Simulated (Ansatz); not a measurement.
**H₂O (singlet): one geometry, many settings at distance O1–H2 = 2.065 Å**

What do other methods and options give for H₂O (singlet) at this geometry, and how long do they take?

Method: the settings change from run to run; program: Ansatz 0.2.0, Gaussian basis.

28 further runs of the same task are left out: 1 for a mislabelled method, 21 that didn't finish, 6 set aside as unsound or not needed.

### Step 1. The geometry

The geometry derives from a PBE0/def2-TZVP stationary point (not a proven minimum). One bond is set to the value named and the two fragments are kept rigid.

3 atoms, charge 0, spin multiplicity 1.

Atoms are counted from 1 here; the program's logs count them from 0.

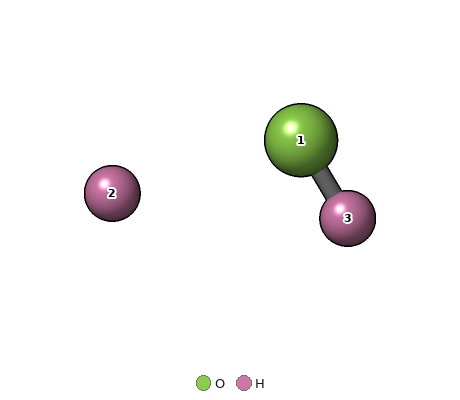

The structure; oxygen green, hydrogen pink; atoms are numbered from 1 in the order of the file.

### Step 2. MP2 on RHF/6-31G

File in.yaml:

```yaml
crystal:
  periodic: [false, false, false]
  atoms:
    - {symbol: O, position_ang: [0.000000, -0.102945, 0.049089]}
    - {symbol: H, position_ang: [0.000000, 1.153294, -1.589840]}
    - {symbol: H, position_ang: [0.000000, 0.480783, 0.810639]}
basis:
  gaussian: {orbitals: 6-31G}
magnetization: {spin_polarized: false}
correlation: {method: mp2, electrons: valence}
```

Command:

```console
> ansatz run in.yaml --threads 1 --pin off --events-out ev --progress --plain --max-ram 2393MiB
```

Log:

```text
Functional definition: HF
  name "HF"
  cite "Fock, Z. Phys. 61, 126 (1930) doi:10.1007/BF01340294"
  parent pbe
  exchange = exact_x
  correlation = 0
141 factors; integrals over basis functions are off by at most 3.2e-4 eV
mean field evaluation 1: about -2055.8210 eV, gradient 4.2e1 eV
mean field evaluation 2: about -2055.8212 eV, gradient 4.2e1 eV
mean field evaluation 4: about -2061.2743 eV, gradient 5.3e0 eV
mean field evaluation 8: about -2061.3800 eV, gradient 3.0e-1 eV
mean field evaluation 16: about -2061.3803 eV, gradient 2.7e-6 eV
mean field -2061.38033166 eV, -75.7543299347 hartree, gradient 2.7e-6 eV, S^2 0.000000; 0 other end points of the search recorded, 0 dependent functions left out; unrestricted orbitals would lower it
unrestricted determinant -2064.35501302 eV, -75.8636474584 hartree, S^2 0.9303
1 core orbitals not correlated: weight in the atoms' cores, before any rotation towards them, 1.000 or more for the frozen orbitals, at most 0.000 for the correlated occupied ones
reference -2061.38033166 eV, -75.7543299347 hartree; 4, 4 occupied and 8, 8 virtual orbitals, 141 factors
second order -5.03835751 eV of doubles, -0.00000000 eV of singles
Total energy: -2066.41868917 eV, -75.9394861580 hartree
```

Run time: 0.09 s. Hardware: 1 thread of Intel Xeon Platinum 8488C, shared host.

### Step 3. BCCD(T)/def2-mTZVP

Edit in.yaml of step 2 so:

```diff
@@ -7,4 +7,6 @@
 basis:
-  gaussian: {orbitals: 6-31G}
-magnetization: {spin_polarized: false}
-correlation: {method: mp2, electrons: valence}
+  gaussian: {orbitals: def2-mTZVP}
+magnetization: {spin_polarized: true, initial_magnetization: 0}
+hamiltonian: {xc: {name: r2SCAN}}
+correlation: {method: bccd_t, electrons: valence, diis_vectors: 2}
+output: {forces: true}
```

Same command.

Log (excerpt; [...] marks lines left out):

```text
Functional definition: r2SCAN
  name "r2SCAN"
  cite "Furness, Kaplan, Ning, Perdew & Sun, J. Phys. Chem. Lett. 11, 8208 (2020) doi:10.1021/acs.jpclett.0c02405"
  cite "Furness, Kaplan, Ning, Perdew & Sun, J. Phys. Chem. Lett. 11, 9248 (2020) doi:10.1021/acs.jpclett.0c03077"
  parent r2scan
[...]
284 factors; integrals over basis functions are off by at most 1.1e-3 eV
[...]
mean field -2074.69532793 eV, -76.2436470224 hartree, gradient 2.7e-6 eV, S^2 0.677638; 8 other end points of the search recorded, 0 dependent functions left out
1 core orbitals not correlated: weight in the atoms' cores, before any rotation towards them, 1.000 or more for the frozen orbitals, at most 0.000 for the correlated occupied ones
reference -2065.15440067 eV, -75.8930244128 hartree; 4, 4 occupied and 25, 25 virtual orbitals, 284 factors
second order -5.11024355 eV of doubles, -0.36248394 eV of singles
cycle   1  -5.36310945 eV  change    1.2e-1 eV  update   5.5e-2
[...]
cycle  61  -5.61795854 eV  change    4.5e-8 eV  update   1.9e-7
perturbative correction -0.24491212 eV, -0.0090003546 hartree
[...]
Total energy: -2071.01727134 eV, -76.1084809357 hartree
Atom 0 at     0.000000    -0.102945     0.049089 Å, force    -0.000000     0.027839    -2.544987 eV/Å
Atom 1 at     0.000000     1.153294    -1.589840 Å, force    -0.000000    -1.163796     1.913555 eV/Å
Atom 2 at     0.000000     0.480783     0.810639 Å, force     0.000000     1.135957     0.631432 eV/Å
Dipole moment:     0.000000     0.300829     0.113483 e Å
```

Wall time 5 s (1 thread of Intel Xeon Platinum 8488C, shared host).

From the report: ⟨S²⟩ of the determinant 0.678 (pure singlet: 0.00); correlation -5.8629 eV; largest double amplitude 0.25. The determinant is far from a pure spin state, so its energy mixes those of several spin states (harmless only where they are near-degenerate, as at dissociation).

### Step 4. CCSD(T) on UHF/cc-pVTZ-DK

File in.yaml:

```yaml
crystal:
  periodic: [false, false, false]
  atoms:
    - {symbol: O, position_ang: [0.000000, -0.102945, 0.049089]}
    - {symbol: H, position_ang: [0.000000, 1.153294, -1.589840]}
    - {symbol: H, position_ang: [0.000000, 0.480783, 0.810639]}
basis:
  gaussian: {orbitals: cc-pVTZ-DK}
magnetization: {spin_polarized: true, initial_magnetization: 0}
correlation: {method: ccsd_t, electrons: outside_noble_gas, diis_vectors: 4}
scf: {lower_state_search: light}
```

The command is unchanged.

Log (excerpt; [...] marks lines left out):

```text
Functional definition: HF
  name "HF"
  cite "Fock, Z. Phys. 61, 126 (1930) doi:10.1007/BF01340294"
  parent pbe
[...]
327 factors; integrals over basis functions are off by at most 1.5e-3 eV
[...]
mean field -2067.33041182 eV, -75.9729913473 hartree, gradient 6.7e-6 eV, S^2 0.934150; 13 other end points of the search recorded, 0 dependent functions left out
determinant -2067.33041182 eV, -75.9729913473 hartree, with singles and doubles -2073.33477288 eV, -76.1936475466 hartree
determinant -2067.02679175 eV, -75.9618335158 hartree, with singles and doubles -2072.91972196 eV, -76.1783947066 hartree
determinant -2067.33041182 eV, -75.9729913473 hartree, with singles and doubles -2073.39550671 eV, -76.1958794735 hartree
determinant -2067.02679175 eV, -75.9618335158 hartree, with singles and doubles -2072.90740116 eV, -76.1779419256 hartree
determinant -2064.37732706 eV, -75.8644674842 hartree, with singles and doubles -2073.36575420 eV, -76.1947860890 hartree
determinant -2064.37732706 eV, -75.8644674842 hartree, with singles and doubles -2073.29374919 eV, -76.1921399536 hartree
1 core orbitals not correlated: weight in the atoms' cores, before any rotation towards them, 1.000 or more for the frozen orbitals, at most 0.000 for the correlated occupied ones
reference -2067.33041182 eV, -75.9729913473 hartree; 4, 4 occupied and 53, 53 virtual orbitals, 327 factors
second order -5.55925242 eV of doubles, -0.00000000 eV of singles
cycle   1  -6.06509477 eV  change    1.2e-7 eV  update   2.5e-6
perturbative correction -0.22262501 eV, -0.0081813181 hartree
Total energy: -2073.61813159 eV, -76.2040607871 hartree
Relativity: scalar
```

It took 8.5 s on 1 thread of Intel Xeon Platinum 8488C, shared host.

From the report: ⟨S²⟩ of the determinant 0.934 (pure singlet: 0.00); correlation -6.2877 eV; T1 0.043; largest double amplitude 0.17. The determinant is far from a pure spin state, so its energy mixes those of several spin states (harmless only where they are near-degenerate, as at dissociation).

### Step 5. CCSDTQ on UHF/6-31G

File in.yaml:

```yaml
crystal:
  periodic: [false, false, false]
  atoms:
    - {symbol: O, position_ang: [0.000000, -0.102945, 0.049089]}
    - {symbol: H, position_ang: [0.000000, 1.153294, -1.589840]}
    - {symbol: H, position_ang: [0.000000, 0.480783, 0.810639]}
basis:
  gaussian: {orbitals: 6-31G}
magnetization: {spin_polarized: true, initial_magnetization: 0}
correlation: {method: ccsdtq, electrons: valence}
scf: {lower_state_search: full}
```

Same command.

Log (excerpt; [...] marks lines left out):

```text
Functional definition: HF
  name "HF"
  cite "Fock, Z. Phys. 61, 126 (1930) doi:10.1007/BF01340294"
  parent pbe
[...]
218 factors; integrals over basis functions are off by at most 4.9e-8 eV
[...]
mean field -2064.35502771 eV, -75.8636479984 hartree, gradient 9.2e-7 eV, S^2 0.930335; 16 other end points of the search recorded, 0 dependent functions left out
determinant -2064.35502771 eV, -75.8636479984 hartree, with singles and doubles -2067.14744886 eV, -75.9662675826 hartree
determinant -2064.04943464 eV, -75.8524176600 hartree, with singles and doubles -2066.73017528 eV, -75.9509330614 hartree
determinant -2064.35502771 eV, -75.8636479984 hartree, with singles and doubles -2067.29353607 eV, -75.9716361885 hartree
determinant -2064.04943464 eV, -75.8524176600 hartree, with singles and doubles -2066.73466853 eV, -75.9510981854 hartree
determinant -2061.38030357 eV, -75.7543289024 hartree, with singles and doubles -2067.24324137 eV, -75.9697878926 hartree
1 core orbitals not correlated: weight in the atoms' cores, before any rotation towards them, 1.000 or more for the frozen orbitals, at most 0.000 for the correlated occupied ones
reference -2064.35502771 eV, -75.8636479984 hartree; 4, 4 occupied and 8, 8 virtual orbitals, 218 factors
second order -2.46315092 eV of doubles, -0.00000000 eV of singles
cycle   1  -2.62711133 eV  change   -1.6e-1 eV  update   4.0e-2
[...]
cycle  28  -3.13343493 eV  change   -2.3e-7 eV  update   7.3e-8
WARN: these amplitudes may be one of several solutions (largest doubles amplitude 0.71, level shift 0.00 eV)
Total energy: -2067.48846264 eV, -75.9787996081 hartree
```

It took 21 s on 1 thread of Intel Xeon Platinum 8488C, shared host.

From the report: ⟨S²⟩ of the determinant 0.930 (pure singlet: 0.00); correlation -3.1334 eV; T1 0.097; largest double amplitude 0.71. The determinant is far from a pure spin state, so its energy mixes those of several spin states (harmless only where they are near-degenerate, as at dissociation). The report flags that the cluster equations may have other roots.

### Step 6. The runs in one table

Where basis and cores are those of an earlier FCI/6-31G run (-2067.4904 eV), and the state is the same kind, the miss against it is given. † marks a result that the program doubts.

```tsv
level	correlated	functions	energy (eV)	from FCI (meV)	time
MP2 on RHF/6-31G	valence	13	-2066.4187	1071.7	0.09 s
BCCD(T)/def2-mTZVP (on r2SCAN orbitals)	valence	30	-2071.0173		5 s
CCSD(T) on UHF/cc-pVTZ-DK	outside noble gas	58	-2073.6181		8.5 s
CCSDTQ on UHF/6-31G †	valence	13	-2067.4885	2.0	21 s
```

### Step 7. Results

| quantity | value |
| --- | --- |
| runs | 4 |
| quickest | MP2 on RHF/6-31G, 0.09 s |
| slowest | CCSDTQ on UHF/6-31G †, 21 s |

**Reading.** Total energies in different bases, with other cores or another treatment of relativity can't be set against each other. CCSDTQ on UHF/6-31G † took 228 times as long as MP2 on RHF/6-31G; the jobs differ in more than the method. Among the correlated runs with a miss given, it spans +2 to +1072 meV.
